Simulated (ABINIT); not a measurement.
## SiC (F-43m): G0W0 in ABINIT against the plane-wave cutoff

How does the gap of SiC (F-43m) converge in the plane-wave cutoff?

Program: ABINIT 10.8.3. Level of theory: PBE and many-body steps on it, plane waves. Results are calculated unless marked as measured.

### Step 1. The starting structure

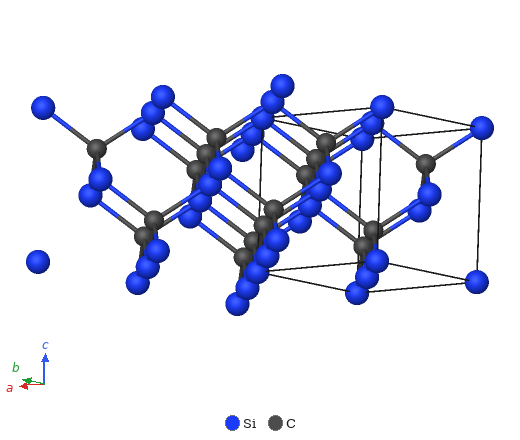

The starting structure, seen from a free direction (silicon blue, carbon dark grey). 2×2×1 cells are drawn. This picture shows the conventional cell, with its axes. Bonds to atoms that aren't drawn are left out. Some periodic images of atoms are drawn too.

The cell and positions come from the Crystallography Open Database and are kept as given unless a step says otherwise.

### Step 2. Empty states on the mesh, 6×6×6 mesh, 387 bands

This step: ABINIT 10.8.3; DFT, PBE, plane waves, norm-conserving pseudopotentials.

The sums over transitions need many empty states on a uniform mesh; this step solves for them.

File run.abi:

```
acell 3*1.0 Angstrom
rprim 
  -0.000000000000 2.179000000000 2.179000000000
  2.179000000000 0.000000000000 2.179000000000
  2.179000000000 2.179000000000 -0.000000000000
ntypat 2
znucl 14 6
natom 2
typat 1 2
xred 
  0.000000000000 0.000000000000 0.000000000000
  0.250000000000 0.250000000000 0.250000000000
pp_dirpath "pseudos"
pseudos "Si.upf, C.upf"
ecut 37
ngkpt 6 6 6
nshiftk 1
shiftk 0 0 0
kptopt 1
chksymbreak 0
irdden 1
istwfk *1
nband 387
prtvol 0
optdriver 6
gwr_task "HDIAGO"
paral_kgb 0
occopt 1
indata_prefix "in"
outdata_prefix "out"
tmpdata_prefix "tmp"
```

On the command line:

```console
OMP_NUM_THREADS=1 mpirun -n 4 abinit run.abi > log
```

What it wrote:

```text
.Version 10.8.3 of ABINIT. v10.8.2 released Aug 2026.

 Symmetries : space group F-4 3 m (#216); Bravais cF (face-center cubic)
[... echo of the input left out ...]
== DATASET  1 ==================================================================
-   mpi_nproc: 4, omp_nthreads: 1 (-1 if OMP is not activated)

--- !DatasetInfo
iteration_state: {dtset: 1, }
dimensions: {natom: 2, nkpt: 16, mband: 387, nsppol: 1, nspinor: 1, nspden: 1, mpw: 1524, }
cutoff_energies: {ecut:  37.0, pawecutdg:  -1.0, }
[...]
Indirect band gap semiconductor
 Fundamental gap:     1.361 (eV)
   VBM:     6.835 (eV) at k: [ 0.0000E+00,  0.0000E+00,  0.0000E+00]
   CBM:     8.196 (eV) at k: [ 5.0000E-01,  5.0000E-01,  0.0000E+00]
 Direct gap:         4.553 (eV) at k: [ 5.0000E-01,  5.0000E-01,  0.0000E+00]

== END DATASET(S) ==============================================================
================================================================================

 -outvars: echo values of variables after computation  --------
           etotal      0.0000000000E+00
            nband         387
             nkpt          16
          spgroup         216
 [... the other variables as echoed above ...]

 Calculation completed.
```

The job ended after 16 s (4 MPI ranks of Intel Xeon 6975P-C (Granite Rapids), shared host; peak memory 0.78 GiB; 64 s of CPU time).

This step gave:

- gap: 1.361 eV
- k of the valence top: 0, 0, 0
- k of the conduction bottom: 0.5, 0.5, 0
- least direct gap: 4.553 eV
- k points computed: 16
- lowest point of the top converged band, above the valence top: 378.4276 eV

On this mesh the gap is 1.361 eV.

The density comes from a self-consistent run that is not shown.

### Step 3. Empty states on the mesh, 6×6×6 mesh, 107 bands

Changes to run.abi since step 2:

```diff
@@ -14,3 +14,3 @@
 pseudos "Si.upf, C.upf"
-ecut 37
+ecut 22
 ngkpt 6 6 6
@@ -22,3 +22,3 @@
 istwfk *1
-nband 387
+nband 107
 prtvol 0
```

What it wrote:

```text
[banner, memory and clock lines left out]
.Version 10.8.3 of ABINIT. v10.8.2 released Aug 2026.

 Symmetries : space group F-4 3 m (#216); Bravais cF (face-center cubic)
[... echo of the input left out ...]
== DATASET  1 ==================================================================
-   mpi_nproc: 4, omp_nthreads: 1 (-1 if OMP is not activated)

--- !DatasetInfo
iteration_state: {dtset: 1, }
dimensions: {natom: 2, nkpt: 16, mband: 107, nsppol: 1, nspinor: 1, nspden: 1, mpw: 701, }
cutoff_energies: {ecut:  22.0, pawecutdg:  -1.0, }
[...]
Integrated=    8.0000E+00

 === KS gaps after direct diagonalization ===
 Indirect band gap semiconductor
 Fundamental gap:     1.336 (eV)
   VBM:     6.864 (eV) at k: [ 0.0000E+00,  0.0000E+00,  0.0000E+00]
   CBM:     8.200 (eV) at k: [ 5.0000E-01,  5.0000E-01,  0.0000E+00]
 Direct gap:         4.537 (eV) at k: [ 5.0000E-01,  5.0000E-01,  0.0000E+00]

== END DATASET(S) ==============================================================

 -outvars: echo values of variables after computation  --------
           etotal      0.0000000000E+00
            nband         107
             nkpt          16
          spgroup         216
 [... the other variables as echoed above ...]

 Calculation completed.
```

The job ended after 4.4 s (4 MPI ranks; peak memory 0.35 GiB).

This step gave:

* gap: 1.336 eV
* k of the valence top: 0, 0, 0
* k of the conduction bottom: 0.5, 0.5, 0
* least direct gap: 4.537 eV
* k points computed: 16
* lowest point of the top converged band, above the valence top: 141.2945 eV

On this mesh the gap is 1.336 eV.

### Step 4. Empty states on the mesh, 6×6×6 mesh, 107 bands

Changes to run.abi since step 3:

```diff
@@ -14,3 +14,3 @@
 pseudos "Si.upf, C.upf"
-ecut 22
+ecut 30
 ngkpt 6 6 6
```

What it wrote:

```text
[banner, memory and clock lines left out]
.Version 10.8.3 of ABINIT. v10.8.2 released Aug 2026.

 Symmetries : space group F-4 3 m (#216); Bravais cF (face-center cubic)
[... echo of the input left out ...]
== DATASET  1 ==================================================================
-   mpi_nproc: 4, omp_nthreads: 1 (-1 if OMP is not activated)

--- !DatasetInfo
iteration_state: {dtset: 1, }
dimensions: {natom: 2, nkpt: 16, mband: 107, nsppol: 1, nspinor: 1, nspden: 1, mpw: 1113, }
cutoff_energies: {ecut:  30.0, pawecutdg:  -1.0, }
[...]
Integrated=    8.0000E+00

 === KS gaps after direct diagonalization ===
 Indirect band gap semiconductor
 Fundamental gap:     1.355 (eV)
   VBM:     6.841 (eV) at k: [ 0.0000E+00,  0.0000E+00,  0.0000E+00]
   CBM:     8.196 (eV) at k: [ 5.0000E-01,  5.0000E-01,  0.0000E+00]
 Direct gap:         4.551 (eV) at k: [ 5.0000E-01,  5.0000E-01,  0.0000E+00]

== END DATASET(S) ==============================================================

 -outvars: echo values of variables after computation  --------
           etotal      0.0000000000E+00
            nband         107
             nkpt          16
          spgroup         216
 [... the other variables as echoed above ...]

 Calculation completed.
```

It took 7.7 s on 4 MPI ranks; peak memory 0.49 GiB.

Numbers from this step:

```yaml
gap: 1.355 eV
k_of_the_valence_top: 0, 0, 0
k_of_the_conduction_bottom: 0.5, 0.5, 0
least_direct_gap: 4.551 eV
k_points_computed: 16
lowest_point_of_the_top_converged_band_above_the_valence_top: 141.1669 eV
```

On this mesh the gap is 1.355 eV.

### Step 5. Empty states on the mesh, 6×6×6 mesh, 107 bands

Changes to run.abi since step 4:

```diff
@@ -14,3 +14,3 @@
 pseudos "Si.upf, C.upf"
-ecut 30
+ecut 46
 ngkpt 6 6 6
```

What it wrote:

```text
[banner, memory and clock lines left out]
.Version 10.8.3 of ABINIT. v10.8.2 released Aug 2026.

 Symmetries : space group F-4 3 m (#216); Bravais cF (face-center cubic)
[... echo of the input left out ...]
== DATASET  1 ==================================================================
-   mpi_nproc: 4, omp_nthreads: 1 (-1 if OMP is not activated)

--- !DatasetInfo
iteration_state: {dtset: 1, }
dimensions: {natom: 2, nkpt: 16, mband: 107, nsppol: 1, nspinor: 1, nspden: 1, mpw: 2100, }
cutoff_energies: {ecut:  46.0, pawecutdg:  -1.0, }
[...]
Integrated=    8.0000E+00

 === KS gaps after direct diagonalization ===
 Indirect band gap semiconductor
 Fundamental gap:     1.362 (eV)
   VBM:     6.834 (eV) at k: [ 0.0000E+00,  0.0000E+00,  0.0000E+00]
   CBM:     8.196 (eV) at k: [ 5.0000E-01,  5.0000E-01,  0.0000E+00]
 Direct gap:         4.553 (eV) at k: [ 5.0000E-01,  5.0000E-01,  0.0000E+00]

== END DATASET(S) ==============================================================

 -outvars: echo values of variables after computation  --------
           etotal      0.0000000000E+00
            nband         107
             nkpt          16
          spgroup         216
 [... the other variables as echoed above ...]

 Calculation completed.
```

Run time: 41 s. Hardware: 4 MPI ranks; peak memory 1.2 GiB.

Numbers from this step:

```yaml
gap: 1.362 eV
k_of_the_valence_top: 0, 0, 0
k_of_the_conduction_bottom: 0.5, 0.5, 0
least_direct_gap: 4.553 eV
k_points_computed: 16
lowest_point_of_the_top_converged_band_above_the_valence_top: 141.1313 eV
```

On this mesh the gap is 1.362 eV.

### Step 6. Screening, 6×6×6 mesh, 99 bands, screening to 261.2 eV

The RPA dielectric matrix is built and inverted for each q.

This step: RPA screening on PBE, plane waves, norm-conserving pseudopotentials.

Changes to run.abi since step 5:

```diff
@@ -14,3 +14,3 @@
 pseudos "Si.upf, C.upf"
-ecut 46
+ecut 22
 ngkpt 6 6 6
@@ -20,10 +20,11 @@
 chksymbreak 0
-irdden 1
 istwfk *1
-nband 107
-prtvol 0
-optdriver 6
-gwr_task "HDIAGO"
-paral_kgb 0
 occopt 1
+irdwfk 1
+optdriver 3
+nband 99
+ecuteps 9.6
+inclvkb 2
+awtr 1
+symchi 1
 indata_prefix "in"
```

What it wrote:

```text
.Version 10.8.3 of ABINIT. v10.8.2 released Aug 2026.

 Symmetries : space group F-4 3 m (#216); Bravais cF (face-center cubic)
[... echo of the input left out ...]
== DATASET  1 ==================================================================
-   mpi_nproc: 4, omp_nthreads: 1 (-1 if OMP is not activated)

--- !DatasetInfo
iteration_state: {dtset: 1, }
dimensions: {natom: 2, nkpt: 16, mband: 99, nsppol: 1, nspinor: 1, nspden: 1, mpw: 701, }
cutoff_energies: {ecut:  22.0, pawecutdg:  -1.0, }
electrons: {nelect:   8.00000000E+00, charge:   0.00000000E+00, occopt:   1.00000000E+00, tsmear:   1.00000000E-02, }

 SCREENING: Calculation of the susceptibility and dielectric matrices

 Based on a program developped by R.W. Godby, V. Olevano, G. Onida, and L. Reining.
 Incorporated in ABINIT by V. Olevano, G.-M. Rignanese, and M. Torrent.
.Using double precision arithmetic ; gwpc =  8

[... cell and pseudopotentials left out ...]
--------------------------------------------------------------------------------

 ==== K-mesh for the wavefunctions ====
 Number of points in the irreducible wedge :    16
[... list of points left out ...]
 Together with 24 symmetry operations and time-reversal symmetry
 yields   216 points in the full Brillouin Zone.

 ==== Q-mesh for the screening function ====
 Number of points in the irreducible wedge :    16
[... list of points left out ...]
 Together with 24 symmetry operations and time-reversal symmetry
 yields   216 points in the full Brillouin Zone.

 setmesh: FFT mesh size selected  =    24x   24x   24
          total number of points  =        13824

 vcoul_init : cutoff-mode = AUXILIARY_FUNCTION
 q-points for optical limit:   1
     1)      0.000010    0.000020    0.000030

- screening: taking advantage of time-reversal symmetry
- Maximum band index for partially occupied states nbvw = 4
- Remaining bands to be divided among processors   nbcw = 95
- Number of bands treated by each node ~23

 Number of electrons calculated from density =    8.0000; Expected =    8.0000
 average of density, n =  0.057292
 r_s =    1.6092
 omega_plasma =   23.0888 [eV]

 calculating chi0 at frequencies [eV] :
  1    0.000000E+00    0.000000E+00
  2    0.000000E+00    2.308880E+01

--------------------------------------------------------------------------------
  q-point number  1        q = ( 0.000000, 0.000000, 0.000000) [r.l.u.]
--------------------------------------------------------------------------------
[... chi0 elements left out ...]
 For q-point:  0.000010 0.000020 0.000030
  dielectric constant =   7.1484
  dielectric constant without local fields =   7.8178

  Average fulfillment of the sum rule on Im[epsilon] for q-point    1 :     91.29  [%]
[... wings left out ...]
  q-point number  2        q = ( 0.166667, 0.000000, 0.000000) [r.l.u.]
--------------------------------------------------------------------------------
[... chi0 elements left out ...]
  Average fulfillment of the sum rule on Im[epsilon] for q-point    2 :     95.91  [%]

 [... 14 further q-points ...]
```

Run time: 55 s. Hardware: 4 MPI ranks; peak memory 0.73 GiB; 3.6 min of CPU time.

This step gave:

```
ε∞ with local fields, on this mesh, along the program's q direction : 7.148
the same without local fields                                       : 7.818
plasma frequency                                                    : 23.09 eV
plane waves in the screening matrix                                 : 181
```

Local fields lower ε∞ by 9 %.

### Step 7. 22 Ha

This step: G0W0 on PBE, plane waves, norm-conserving pseudopotentials.

Changes to run.abi since step 6:

```diff
@@ -23,8 +23,17 @@
 irdwfk 1
-optdriver 3
+optdriver 4
 nband 99
+gwcalctyp 0
+ecutsigx 22
+symsigma 1
+nkptgw 2
+kptgw 
+  0.0000000000 0.0000000000 0.0000000000
+  0.5000000000 0.5000000000 0.0000000000
+bdgw 
+  2 8
+  3 6
 ecuteps 9.6
-inclvkb 2
-awtr 1
-symchi 1
+irdscr 1
+ppmodel 1
 indata_prefix "in"
```

What it wrote:

```text
.Version 10.8.3 of ABINIT. v10.8.2 released Aug 2026.

 Symmetries : space group F-4 3 m (#216); Bravais cF (face-center cubic)
[... echo of the input left out ...]
== DATASET  1 ==================================================================
-   mpi_nproc: 4, omp_nthreads: 1 (-1 if OMP is not activated)

--- !DatasetInfo
iteration_state: {dtset: 1, }
dimensions: {natom: 2, nkpt: 16, mband: 99, nsppol: 1, nspinor: 1, nspden: 1, mpw: 701, }
cutoff_energies: {ecut:  22.0, pawecutdg:  -1.0, }
electrons: {nelect:   8.00000000E+00, charge:   0.00000000E+00, occopt:   1.00000000E+00, tsmear:   1.00000000E-02, }

 SIGMA: Calculation of the GW corrections

 Based on a program developped by R.W. Godby, V. Olevano, G. Onida, and L. Reining.
 Incorporated in ABINIT by V. Olevano, G.-M. Rignanese, and M. Torrent.
.Using double precision arithmetic ; gwpc =  8

[... cell and pseudopotentials left out ...]
--------------------------------------------------------------------------------

 ==== K-mesh for the wavefunctions ====
 Number of points in the irreducible wedge :    16
[... list of points left out ...]
 Together with 24 symmetry operations and time-reversal symmetry
 yields   216 points in the full Brillouin Zone.

 ==== Q-mesh for screening function ====
 Number of points in the irreducible wedge :    16
[... list of points left out ...]
 Together with 24 symmetry operations and time-reversal symmetry
 yields   216 points in the full Brillouin Zone.

 vcoul_init : cutoff-mode = AUXILIARY_FUNCTION
 q-points for optical limit:   1
     1)      0.000010    0.000020    0.000030
 setmesh: FFT mesh size selected  =    25x   25x   25
          total number of points  =        15625

 Number of electrons calculated from density =    8.0000; Expected =    8.0000
 average of density, n =  0.057292
 r_s =    1.6092
 omega_plasma =   23.0888 [eV]

 === KS Band Gaps ===
  >>>> For spin  1
   Minimum direct gap =   4.5369 [eV], located at k-point      :   0.5000  0.5000  0.0000
   Fundamental gap    =   1.3357 [eV], Top of valence bands at :   0.0000  0.0000  0.0000
                                       Bottom of conduction at :   0.5000  0.5000  0.0000
 SIGMA fundamental parameters:
 PLASMON POLE MODEL  1
 number of plane-waves for SigmaX                  701
 number of plane-waves for SigmaC and W            181
 number of plane-waves for wavefunctions           701
 number of bands                                    99
 number of independent spin polarizations            1
 number of spinorial components                      1
 number of k-points in IBZ                          16
 number of q-points in IBZ                          16
 number of symmetry operations                      24
 number of k-points in BZ                          216
 number of q-points in BZ                          216
 number of frequencies for dSigma/dE                 9
 frequency step for dSigma/dE [eV]                0.25
 number of omega for Sigma on real axis              0
 max omega for Sigma on real axis  [eV]           0.00
 zcut for avoiding poles [eV]                     0.10

 EPSILON^-1 parameters (SCR file):
 dimension of the eps^-1 matrix on file            181
 dimension of the eps^-1 matrix used               181
 number of plane-waves for wavefunctions           701
 number of bands                                    99
 number of q-points in IBZ                          16
 number of frequencies                               2
 number of real frequencies                          1
 number of imag frequencies                          1

 matrix elements of self-energy operator (all in [eV])

 Perturbative Calculation

--- !SelfEnergy_ee
iteration_state: {dtset: 1, }
kpoint     : [   0.000,    0.000,    0.000, ]
spin       : 1
KS_gap     :    6.168
QP_gap     :    7.065
Delta_QP_KS:    0.897
data: !SigmaeeData |
     Band     E0 <VxcDFT>   SigX SigC(E0)      Z dSigC/dE  Sig(E)    E-E0       E
        2   6.864 -14.913 -17.551   1.916   0.793  -0.262 -15.486  -0.573   6.291
        3   6.864 -14.913 -17.551   1.916   0.793  -0.262 -15.486  -0.573   6.291
        4   6.864 -14.913 -17.551   1.916   0.793  -0.262 -15.486  -0.573   6.291
        5  13.032 -13.199  -7.544  -5.245   0.790  -0.265 -12.875   0.324  13.356
        6  14.155 -11.332  -5.837  -5.114   0.805  -0.242 -11.025   0.307  14.462
        7  14.155 -11.332  -5.837  -5.114   0.805  -0.242 -11.025   0.307  14.462
        8  14.155 -11.332  -5.837  -5.114   0.805  -0.242 -11.025   0.307  14.462

--- !SelfEnergy_ee
iteration_state: {dtset: 1, }
kpoint     : [   0.500,    0.500,    0.000, ]
spin       : 1
KS_gap     :    4.537
QP_gap     :    5.563
Delta_QP_KS:    1.026
data: !SigmaeeData |
     Band     E0 <VxcDFT>   SigX SigC(E0)      Z dSigC/dE  Sig(E)    E-E0       E
        3   3.663 -13.555 -17.422   2.738   0.783  -0.277 -14.439  -0.884   2.779
        4   3.663 -13.555 -17.422   2.738   0.783  -0.277 -14.439  -0.884   2.779
        5   8.200 -10.503  -6.375  -3.954   0.820  -0.220 -10.360   0.143   8.342
        6  11.178 -10.769  -5.966  -4.423   0.822  -0.216 -10.456   0.313  11.491

== END DATASET(S) ==============================================================
================================================================================

 -outvars: echo values of variables after computation  --------
           etotal      0.0000000000E+00
            nband          99
             nkpt          16
          spgroup         216
 [... the other variables as echoed above ...]

 Calculation completed.
```

Elapsed: 13 s, on 4 MPI ranks; peak memory 0.79 GiB; 51 s of CPU time.

Numbers from this step:

```yaml
g0w0_gap_on_the_points_computed: 2.051 eV
starting_gap_on_the_mesh: 1.336 eV
k_of_the_valence_top: 0, 0, 0
k_of_the_conduction_bottom: 0.5, 0.5, 0
z_at_the_valence_top: 0.793
z_at_the_conduction_bottom: 0.82
least_direct_g0w0_gap_on_the_computed_points: 5.563 eV
```

[end of part 1 of 2]

[Paths, hosts, dates, memory and timing lines, banners, echoed tables and standing remarks are left out of the program output.]

[Logs are printed without paths, hosts, clocks, repeated set-up lines and the standing remarks that a program may print on its own settings, such as how far it seeks lower states.]

[Runs of the session that timed out or met a known fault of the program may be left out.]

[Hosts, paths, dates, database ids (printed as entryN), source tags and the programs' standing remarks are cut or masked in the printed files.]

[G0W0 gaps are taken among the corrected bands and points alone; a level outside them can change the order at an edge.]

[Where Ansatz stands beside ABINIT at settings called matched, ABINIT's density can come from a denser mesh and the files from another edition; pairs whose starting gaps differed by over 0.03 eV were left out, so agreement reads better than it is.]
